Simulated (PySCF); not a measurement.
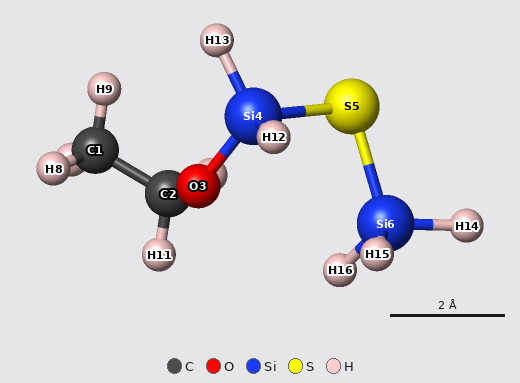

Fig. 1: The structure as given in the input (ball-and-stick view, seen at an oblique angle; atoms are numbered from 1 in the order of the input). Bond lengths as drawn: C–C 1.51 Å, C–H 1.10 to 1.11 Å, C–O 1.41 Å, H–Si 1.48 to 1.49 Å, O–Si 1.66 Å and S–Si 2.15 to 2.16 Å.

**Two runs on C2H10OSSi2**

System: C2H10OSSi2.
Method of the first run: GIAO PBE0/STO-3G NMR shielding, non-relativistic, gas phase (PySCF 2.14.0).

The geometry comes from this level: PBE0-D3(BJ)/def2-SVP. Text and figures count atoms from 1; the logs count them from 0 in places.

## The input, the first run
```
{"job": {"kind": "nmr", "xc": "PBE0", "basis": "STO-3G", "pop": true}, "charge": 0, "multiplicity": 1}
C     -2.483792     0.529920     0.534510
C     -1.214988    -0.263294     0.310983
O     -0.206448     0.081714     1.238477
Si     0.864426     1.338506     1.085208
S      1.941603     1.179442    -0.768399
Si     2.566253    -0.873297    -0.556354
H     -3.271330     0.201348    -0.160717
H     -2.849222     0.392131     1.563044
H     -2.316793     1.606034     0.371508
H     -0.847044    -0.121740    -0.722726
H     -1.409584    -1.340691     0.437550
H      1.765820     1.218789     2.258978
H      0.213888     2.679962     1.028593
H      3.708929    -1.064327    -1.493609
H      3.001646    -1.138179     0.846646
H      1.467123    -1.814768    -0.919537
```

The first line tells a small driver script what to run in PySCF; the rest is the geometry in Å.

Hardware: 1 CPU thread, shared host.

## Output (the first run)
```
coarse grid: 14336 points
cycle   1  E = -1120.9579347389  dE = -8.309e-02  |g| = 5.874e-01  |ddm| = 4.608e+00
cycle   2  E = -1120.9362886416  dE =  2.165e-02  |g| = 7.075e-01  |ddm| = 2.040e+00
cycle   3  E = -1121.0918533561  dE = -1.556e-01  |g| = 7.427e-02  |ddm| = 1.075e+00
cycle   4  E = -1121.0938684163  dE = -2.015e-03  |g| = 2.520e-02  |ddm| = 1.884e-01
cycle   5  E = -1121.0941238688  dE = -2.555e-04  |g| = 1.673e-03  |ddm| = 4.917e-02
cycle   6  E = -1121.0941249624  dE = -1.094e-06  |g| = 5.207e-04  |ddm| = 3.754e-03
final grid: 122944 points
cycle   7  E = -1121.0462205205  dE = -4.788e-06  |g| = 3.940e-03  |ddm| = 1.293e-02
cycle   8  E = -1121.0462210671  dE = -5.466e-07  |g| = 3.766e-03  |ddm| = 1.029e-02
cycle   9  E = -1121.0462253253  dE = -4.258e-06  |g| = 3.358e-04  |ddm| = 5.143e-03
cycle  10  E = -1121.0462253683  dE = -4.301e-08  |g| = 2.648e-05  |ddm| = 6.223e-04
cycle  11  E = -1121.0462253686  dE = -2.619e-10  |g| = 9.572e-06  |ddm| = 6.620e-05
converged SCF energy = -1121.0462253686

GIAO shielding tensors (ppm)
atom      isotropic    diamagn.    paramagn.     s11        s22        s33       span
  0 C      217.434     243.950     -26.516    209.942    213.391    228.969     19.027
  1 C      182.446     250.094     -67.649    156.233    170.699    220.405     64.173
  2 O      413.483     379.784      33.699    304.695    441.636    494.119    189.424
  3 Si     525.905     871.092    -345.187    433.289    538.929    605.496    172.207
  4 S     1033.500    1047.500     -14.000    996.188   1045.267   1059.045     62.856
  5 Si     564.087     870.403    -306.316    522.617    537.635    632.009    109.392
  6 H       31.962      29.391       2.571     26.762     28.459     40.667     13.906
  7 H       31.838      29.291       2.547     26.611     28.908     39.994     13.383
  8 H       32.052      31.200       0.852     26.320     31.542     38.296     11.976
  9 H       31.317      36.333      -5.016     25.413     32.654     35.882     10.469
 10 H       30.623      33.138      -2.515     25.030     29.473     37.367     12.337
 11 H       30.036      32.071      -2.035     25.961     27.027     37.122     11.161
 12 H       30.097      32.358      -2.262     25.382     27.749     37.158     11.776
 13 H       30.723      29.539       1.184     26.414     27.535     38.219     11.805
 14 H       30.847      31.978      -1.131     26.607     29.124     36.810     10.203
 15 H       30.864      33.905      -3.041     26.040     30.197     36.354     10.314
```

The input of the second run differs as follows (lines with − go, lines with + come):
```diff
-"basis": "STO-3G"
+"basis": "def2-TZVP"
```

How does the second run compare with the first run?

The total energy of the second run is 8281.0 kcal/mol lower, which measures the change of basis and not a stability. The HOMO goes from −3.47 to −7.55 eV. The LUMO goes from 5.91 to 0.01 eV. The dipole moment goes from 0.64 to 1.20 D. Of all shieldings, the largest change is that of S5, by −267.8 ppm. The SCF takes 13 iterations against 11. The basis functions go from 52 to 264.

## Output (the second run)
```
coarse grid: 14336 points
cycle   1  E = -1134.1553209563  dE =  2.837e-01  |g| = 6.954e-01  |ddm| = 2.849e+00
cycle   2  E = -1134.0036735747  dE =  1.516e-01  |g| = 1.135e+00  |ddm| = 1.195e+00
cycle   3  E = -1134.2433763756  dE = -2.397e-01  |g| = 1.290e-01  |ddm| = 8.355e-01
cycle   4  E = -1134.2464536412  dE = -3.077e-03  |g| = 5.035e-02  |ddm| = 1.223e-01
cycle   5  E = -1134.2470710127  dE = -6.174e-04  |g| = 7.342e-03  |ddm| = 4.318e-02
cycle   6  E = -1134.2470819817  dE = -1.097e-05  |g| = 2.618e-03  |ddm| = 7.160e-03
cycle   7  E = -1134.2470839798  dE = -1.998e-06  |g| = 4.505e-04  |ddm| = 2.240e-03
final grid: 122944 points
cycle   8  E = -1134.2427709060  dE = -4.616e-05  |g| = 9.419e-03  |ddm| = 4.152e-02
cycle   9  E = -1134.2427586534  dE =  1.225e-05  |g| = 1.219e-02  |ddm| = 1.236e-02
cycle  10  E = -1134.2427868989  dE = -2.825e-05  |g| = 1.575e-03  |ddm| = 7.122e-03
cycle  11  E = -1134.2427873056  dE = -4.067e-07  |g| = 3.648e-04  |ddm| = 1.175e-03
cycle  12  E = -1134.2427873403  dE = -3.473e-08  |g| = 5.523e-05  |ddm| = 3.395e-04
cycle  13  E = -1134.2427873410  dE = -7.028e-10  |g| = 2.240e-05  |ddm| = 5.967e-05
converged SCF energy = -1134.2427873410

GIAO shielding tensors (ppm)
atom      isotropic    diamagn.    paramagn.     s11        s22        s33       span
  0 C      168.653     244.161     -75.507    152.029    167.866    186.065     34.037
  1 C      126.974     245.993    -119.020     93.509    118.678    168.734     75.225
  2 O      267.379     386.719    -119.340    224.151    262.010    315.974     91.823
  3 Si     349.113     880.205    -531.092    298.856    352.027    396.455     97.599
  4 S      765.733    1057.787    -292.054    652.165    792.831    852.205    200.040
  5 Si     385.419     881.024    -495.605    345.895    371.974    438.389     92.493
  6 H       30.524      29.009       1.515     26.753     27.619     37.200     10.447
  7 H       30.275      28.822       1.453     26.874     28.167     35.785      8.911
  8 H       30.245      29.955       0.290     26.132     30.004     34.599      8.467
  9 H       27.375      34.015      -6.640     22.058     29.448     30.618      8.560
 10 H       27.844      31.911      -4.066     22.809     27.975     32.750      9.941
 11 H       25.931      29.649      -3.717     21.921     24.421     31.452      9.532
 12 H       25.623      29.939      -4.317     21.667     24.409     30.792      9.125
 13 H       26.525      28.108      -1.582     22.977     24.171     32.428      9.451
 14 H       26.460      29.325      -2.865     23.396     24.323     31.662      8.266
 15 H       26.619      30.939      -4.320     22.549     25.711     31.598      9.049
```

## The two runs side by side

```tsv
quantity	the first run	the second run
outcome	converged	converged
total energy (hartree)	−1121.046225	−1134.242787
HOMO (eV)	−3.47	−7.55
LUMO (eV)	5.91	0.01
dipole moment (D)	0.64	1.20
shielding of C1 (ppm)	217.4	168.7
shielding of C2 (ppm)	182.4	127.0
shielding of O3 (ppm)	413.5	267.4
shielding of Si4 (ppm)	525.9	349.1
shielding of S5 (ppm)	1033.5	765.7
shielding of Si6 (ppm)	564.1	385.4
shielding of H13 (ppm)	30.1	25.6
SCF iterations	11	13
basis functions	52	264
wall time (shared host)	4.1 s	42 s
```
